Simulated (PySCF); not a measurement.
# HfH: bond curves at several levels of theory

One job finds the state of HfH, follows it along the bond with each method and fits the curves.

The runs use PySCF 2.14.0; Hf def2-TZVPPD with ECP60, H def2-TZVPPD, scalar-relativistic core potentials.

### Step 1. The job

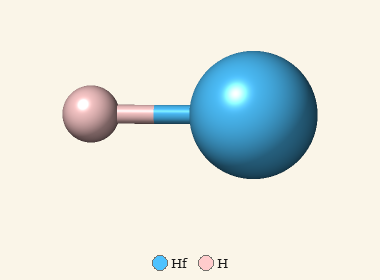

The two atoms at the starting distance (hafnium blue, hydrogen pink).

Settings of the job:

| Item | Value |
| --- | --- |
| atoms | Hf, H |
| charge | 0 |
| basis | Hf def2-TZVPPD with ECP60, H def2-TZVPPD |
| Hamiltonian | scalar-relativistic core potentials |
| basis functions | 76 |
| electrons treated | 13 |
| masses in u | 179.9465, 1.0078 |
| levels | PBE0, PBE, r²SCAN, r²SCANh, BLYP, B2PLYP, B3LYP, M06, ωB97X-V, HF, MP2, SCS-MP2, CCSD, CCSD(T) |
| grid | 80 radial by 434 angular points |
| occupations | held fixed by the projection of orbital angular momentum |
| dissociation limit | Hf + H, each in its ground configuration |
| starting distance in angstrom | 1.720 |
| values of 2S to try | 1, 3, 5 |

Run with:

```console
> OMP_NUM_THREADS=1 python dia.py task.json out
```

The runs that follow: First curve: PBE0; Other states along the same grid; PBE (GGA); r²SCAN; r²SCANh (hybrid meta-GGA); BLYP (GGA); B2PLYP (double hybrid); B3LYP; M06; ωB97X-V (range-separated hybrid); ROHF; Correlated methods on the Hartree–Fock reference.

What does the calculation give? Wanted: for each run, Re; ωe; De; μ.

**Answer**, as computed:

Lowest PBE0 solution found, without spin–orbit coupling: ²Δ (doublet), unpaired electrons δ ↑. State 2 has its PBE0 minimum 0.03 eV higher, as a spin-mixed determinant (⟨S²⟩ = 1.16), so this is no gap between pure states. State 3 has its PBE0 minimum 0.40 eV higher. State 4 has its PBE0 minimum 0.59 eV higher. The other levels ran on the lowest alone.

| level | Re (Å) | ωe (cm⁻¹) | De (eV) | μ (D) |
| --- | --- | --- | --- | --- |
| ROHF | 1.868 | 1663 | 1.88 | -1.21 |
| ROHF-MP2 | 1.828 | 1723 | 2.54 | n/a |
| ROHF-SCS-MP2 | 1.835 | 1710 | 2.71 | n/a |
| ROHF-CCSD | 1.848 | 1674 | 2.78 | n/a |
| ROHF-CCSD(T) | 1.848 | 1668 | 2.81 | n/a |
| PBE | 1.838 | 1651 | 2.65 | -1.18 |
| BLYP | 1.842 | 1642 | 2.71 | -1.32 |
| r²SCAN | 1.839 | 1667 | 2.65 | -0.92 |
| r²SCANh | 1.839 | 1670 | 2.62 | -0.92 |
| B3LYP | 1.836 | 1674 | 2.71 | -1.34 |
| PBE0 | 1.835 | 1677 | 2.60 | -1.15 |
| M06 | 1.832 | 1686 | 2.76 | -1.28 |
| ωB97X-V | 1.843 | 1685 | 2.80 | -1.34 |
| B2PLYP | 1.832 | 1703 | 2.66 | -1.16 |

De is counted to Hf + H in their ground configurations. A positive dipole means Hf(−)H(+). ⟨S²⟩ is off the pure value of 0.75 by over a tenth at r²SCAN 0.90, r²SCANh 0.91, B2PLYP 0.84.

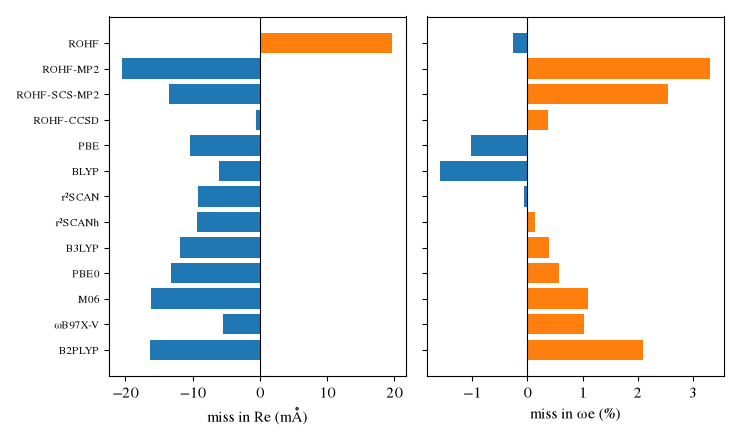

How far each level lies from CCSD(T) in the same basis.

What this shows: Against CCSD(T) in the same basis, the bond length is nearest at ROHF-CCSD (-1 mÅ) and farthest at ROHF and ROHF-MP2 (20 mÅ off); the wavenumber is nearest at r²SCAN and r²SCANh (0.1 % off) and farthest at ROHF-MP2 (+3.3 %). Of the levels with a De here, ROHF gives the least (1.88 eV) and ROHF-CCSD(T) the most (2.81 eV).

These are scalar-relativistic numbers at best; spin–orbit coupling would shift them, the dissociation energy most. B2PLYP dipoles, levels and charges come from its SCF part alone. With d or f electrons several states lie close, and the lowest PBE0 determinant need not be the measured ground state. With spin–orbit coupling the term label itself may not hold.
